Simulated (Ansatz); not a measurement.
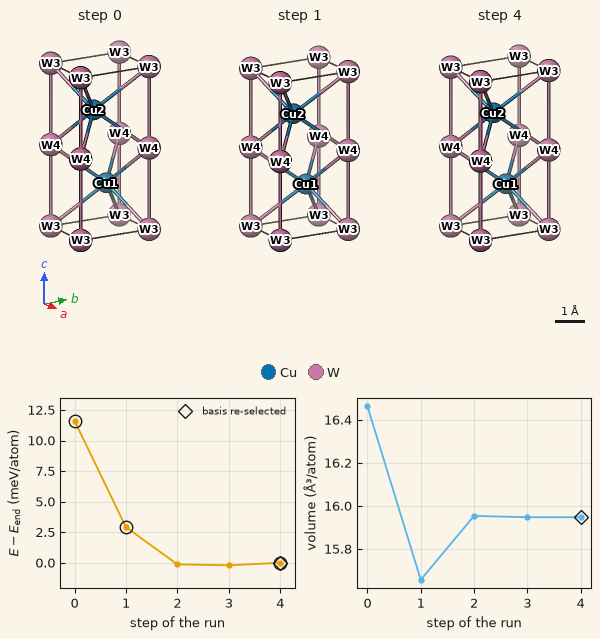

Frames of a relaxation of solid CuW (a generated structure, set up in P6_3/mmc) (coarse preliminary run), marked on the history of the run. Style: ball-and-stick. Shown: the cell of the calculation, slightly off an axis.

Computed with DFT PBE, scalar-relativistic, plane waves, PAW in Ansatz. (plane-wave cutoff 420 eV; k-point mesh 6 × 6 × 4; occupations gaussian; smearing width 0.1 eV; no spin polarisation; cell and atoms relaxed; force threshold 0.04 eV/Å; at most 70 steps)

**Describe the path.**

The atoms keep their places relative to the cell (all moves are under 0.005 Å). Cell: a = b 3.598 → 3.586 Å (−0.4 %), c 5.872 → 5.729 Å (−2.4 %). Volume −3.1 %. Near-neighbour distances that change, for instance: W3–W4 2.936 → 2.864 Å, Cu1–W3 2.544 → 2.517 Å. The space group stays P6_3/mmc (No. 194). Over 3 accepted moves (4 points after the start) the energy falls by 11.6 meV per atom. All forces vanish by symmetry, so only the cell relaxes. The pressure goes from −5.91 to 0.04 GPa. The SCF was repeated once at an unchanged geometry on a basis and grid sized afresh for the cell, which shifted the energy by 0.2 meV per atom at most. From step 0 to 1: volume −4.9 %, energy −8.7 meV per atom. From step 1 to 4: volume +1.9 %, energy −2.9 meV per atom.

```csv
step,"E − E(0), meV/atom","pressure, GPa","volume, Å³/atom",note
0,0.00,-5.91,16.462,
1,-8.70,3.57,15.657,
2,-11.74,-0.13,15.954,
3,-11.82,0.04,15.947,
4,-11.61,0.04,15.947,"same geometry, new basis"
```
